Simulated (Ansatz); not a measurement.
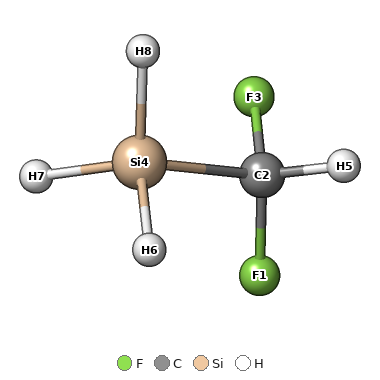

The system is CH4F2Si, SMILES FC(F)[SiH3]; the picture shows the reference structure. Coordinates scanned: (1) angle F1–C2–Si4; (2) angle H6–Si4–C2. Nothing is relaxed (all other coordinates rigid). The scan uses a 7 × 7 grid. Energies: kJ/mol, counted from the relaxed molecule at the same level. Theory: RKS PBE0-D4/def2-SVP in Ansatz 0.2.0.

Its coordinates:

```json
{"atom": "F", "x (Å)": "0.9176", "y (Å)": "-0.7993", "z (Å)": "1.4645"}
{"atom": "C", "x (Å)": "0.9087", "y (Å)": "-0.0100", "z (Å)": "0.3579"}
{"atom": "F", "x (Å)": "1.7428", "y (Å)": "-0.5623", "z (Å)": "-0.5624"}
{"atom": "Si", "x (Å)": "-0.8738", "y (Å)": "0.0700", "z (Å)": "-0.3584"}
{"atom": "H", "x (Å)": "1.3287", "y (Å)": "0.9732", "z (Å)": "0.6439"}
{"atom": "H", "x (Å)": "-1.7746", "y (Å)": "0.6626", "z (Å)": "0.6719"}
{"atom": "H", "x (Å)": "-1.2994", "y (Å)": "-1.3171", "z (Å)": "-0.6936"}
{"atom": "H", "x (Å)": "-0.8580", "y (Å)": "0.9256", "z (Å)": "-1.5798"}
```

Range: angle F1–C2–Si4 from 74.5 to 144.5°; angle H6–Si4–C2 from 63.6 to 153.6°.

What landscape does the calculation give?

Answer. The lowest grid point is at angle F1–C2–Si4 = 109.5°, angle H6–Si4–C2 = 108.6°, 0 kJ/mol from the relaxed molecule at the same level. It is the only kind of minimum in the scanned range. The highest grid point, angle F1–C2–Si4 = 74.5°, angle H6–Si4–C2 = 63.6°, lies 366 kJ/mol above the lowest. Round the minimum the two coordinates are nearly uncoupled.

| angle H6–Si4–C2 ↓, angle F1–C2–Si4 → | 74.5 | 86.2 | 97.8 | 109.5 | 121.2 | 132.8 | 144.5 |
| --- | --- | --- | --- | --- | --- | --- | --- |
| 153.6 | 298 | 198 | 140 | 120 | 137 | 191 | 287 |
| 138.6 | 228 | 131 | 74 | 54 | 71 | 125 | 221 |
| 123.6 | 185 | 88 | 33 | 14 | 31 | 85 | 181 |
| 108.6 | 171 | 73 | 18 | 0 | 18 | 72 | 168 |
| 93.6 | 189 | 87 | 32 | 15 | 33 | 88 | 184 |
| 78.6 | 248 | 137 | 79 | 62 | 81 | 137 | 234 |
| 63.6 | 366 | 234 | 168 | 148 | 168 | 224 | 323 |

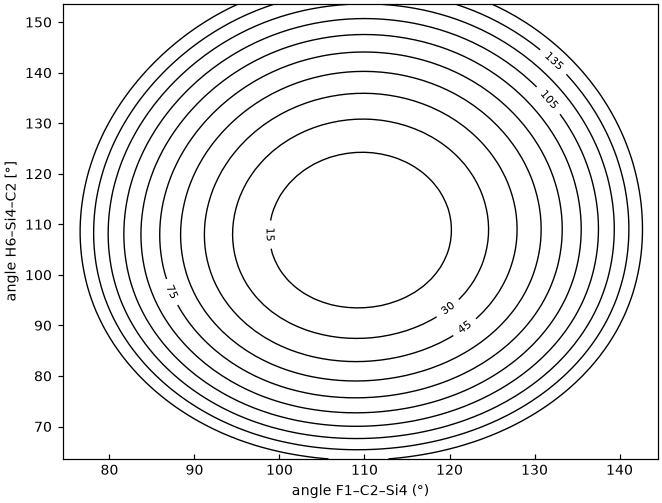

In the figure: contour lines labelled in kJ/mol (none above 150). Between grid points the surface is interpolated.

Time for the 49 points that were run: 14 min on 1 thread of Intel(R) Xeon(R) Processor @ 2.50GHz (Skylake/Cascade Lake) (shared host).
